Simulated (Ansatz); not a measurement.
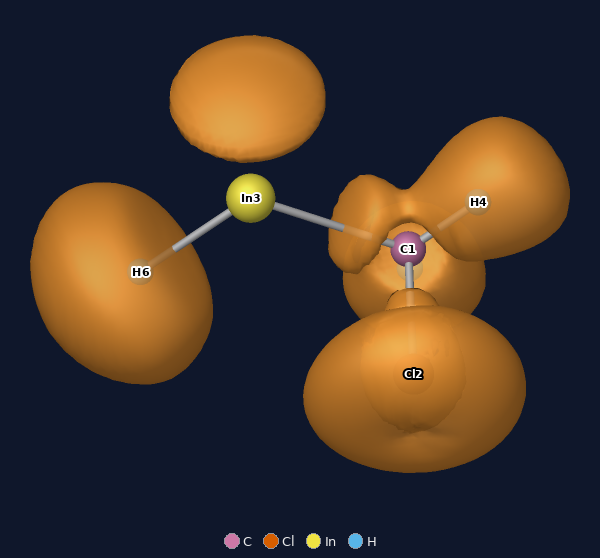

Figure. CH3ClIn (SMILES Cl[CH2][InH]) (doublet). Isosurface of the ELF at 0.75 (orange), seen at an oblique angle. Core shells and regions of very low density are left out.

Geometry: r2SCAN-D4/def2-SVP; core potentials replace the inner electrons of In.

Theory: isolated molecule in a Gaussian basis; Kohn-Sham density functional theory, functional PBE0 (Ansatz).

```xyz
6

C    -0.9318   -0.2818    0.2304
Cl   -2.5356   -0.8045    0.9179
In   -0.5673   -2.1626   -0.9233
H    -1.1000    0.6367   -0.3454
H    -0.2500   -0.0984    1.0729
H    -0.1804   -3.5818    0.0721
```

Question: Describe the localisation domains.

Answer: At this value the surface marks out one region around a hydrogen nucleus, one region on Cl in which the atom's valence shell and bonds are merged, one lobe on In, pointing away from the bonds (non-bonding electrons) and one joined region spread over several atoms (C, H), in which their bonds and any lone pairs are merged. Along the contacts the grid gives the following. C–Cl (1.82 Å): the ELF peaks at about 0.85 between the atoms, as expected for a shared electron pair. C–In (2.24 Å): the ELF peaks at about 0.95 in the valence shell of C, 0.7 Å from its nucleus, and drops to about 0.20 between the two atoms.
